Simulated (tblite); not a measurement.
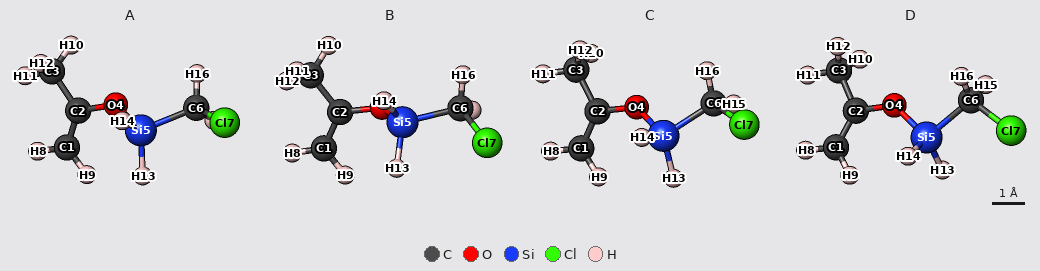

4 geometries from one relaxation of C4H9ClOSi, in shuffled order. The picture is a ball-and-stick view, seen at a tilt.

Level of theory: GFN2-xTB geometry optimisation, gas phase (tblite). 

### Order the frames from highest to lowest energy.

B, A, C, D. They are steps 0, 83, 135, 186, at +13.8 kcal/mol, +1.49 kcal/mol, +0.95 kcal/mol relative to the last. The energy falls by 13.8 kcal/mol in 186 geometry steps. The largest move after the best rigid fit is that of H14, 1.79 Å. Largest moves by element: H 1.79 Å, C 0.66 Å, Si 0.62 Å, O 0.51 Å, Cl 0.42 Å. Some distances before and after: O4–Si5 1.740 → 1.621 Å, C3–H11 1.121 → 1.085 Å, C3–H10 1.122 → 1.089 Å, C2–O4 1.390 → 1.359 Å. Bond angles that change, for instance: C2–O4–Si5 124.6° → 132.8°, C3–C2–O4 120.2° → 112.1°, C1–C2–C3 116.8° → 124.5°. Groups turn about C2–O4 by about 80°, C2–C3 by about 55°, Si5–C6 by about 25°. The run took 2.3 s on 1 thread of Arm Neoverse N1, on a shared host.
